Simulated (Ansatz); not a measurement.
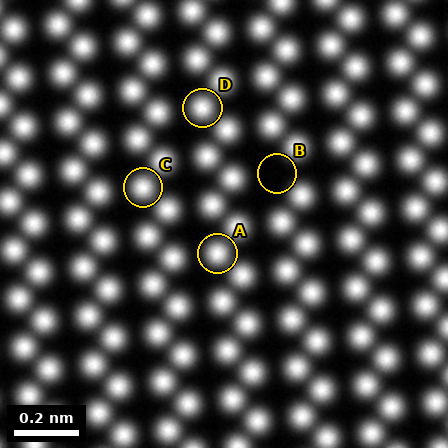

HAADF-like image of Co (P6_3/mmc, No. 194) along [201]. Simulated incoherent Z contrast: every atom adds Z^1.7 spread by a probe of 0.57 Å full width; channelling and multiple scattering are left out. The display is stretched by a gamma of 0.8; percentages refer to the linear signal. Shot noise was added.

The sample is 1 repeat (6.2 Å) thick. One point defect was put into the perfect crystal, without relaxing the atoms around it. Brightness is counted from the darkest point of the image. Host structure: the input geometry of an electronic-structure calculation (not necessarily at equilibrium).

Q: Which ringed column holds the defect, and does it scatter more or less than its equals?

B; it scatters less. The column holds 1 atom (Co) through the sample, and one Co atom is missing, so its peak vanishes.
